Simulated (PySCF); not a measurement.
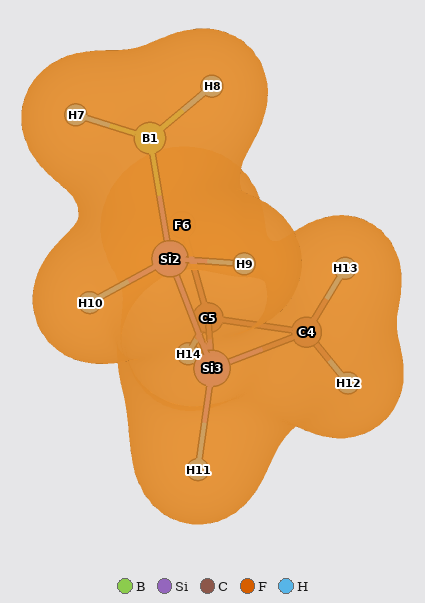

Figure 1: C2H8BFSi2. Isosurface of the total electron density at 0.1 e/Å³ (orange), seen at an oblique angle.

Geometry: GFN2-xTB.

All numbers below come from PySCF 2.14.0, B3LYP/def2-SVPD, SCF density, gas phase.

The calculation's input:

```
{"job": {"kind": "uv", "xc": "B3LYP", "basis": "def2-SVPD", "nstates": 8, "ntriplets": 3}, "charge": 0, "multiplicity": 1}
B      1.871509    -0.615472     1.267185
Si     1.752771    -0.167428    -0.623906
Si    -0.472794     0.062020    -1.225254
C     -1.558070     1.121147    -0.079069
C     -1.646587    -0.363810     0.215357
F     -1.057457    -0.739579     1.412123
H      1.917545    -1.725086     1.631457
H      1.887894     0.216820     2.088208
H      2.400573     1.087147    -1.063260
H      2.273397    -1.149494    -1.597581
H     -1.183168    -0.168924    -2.483433
H     -2.475469     1.577895    -0.421131
H     -1.093409     1.705935     0.702776
H     -2.617414    -0.841643     0.154362
```

Launched as:

```sh
OMP_NUM_THREADS=1 python probes_run.py task.json out
```

Which contacts does the surface bridge?

Answer. At this value the surface is in one piece. It bridges the sampled C–F (1.39 Å), C–C (1.52 Å), C–Si (1.90 Å) and Si–B (1.95 Å) contacts, where the density stays above the isovalue. On the grid the lowest density along these lines, outside the cores, is 1.5 e/Å³ (C–F, 1.39 Å), 1.7 e/Å³ (C–C, 1.52 Å), 0.67 e/Å³ (C–Si, 1.90 Å) and 0.79 e/Å³ (Si–B, 1.95 Å).
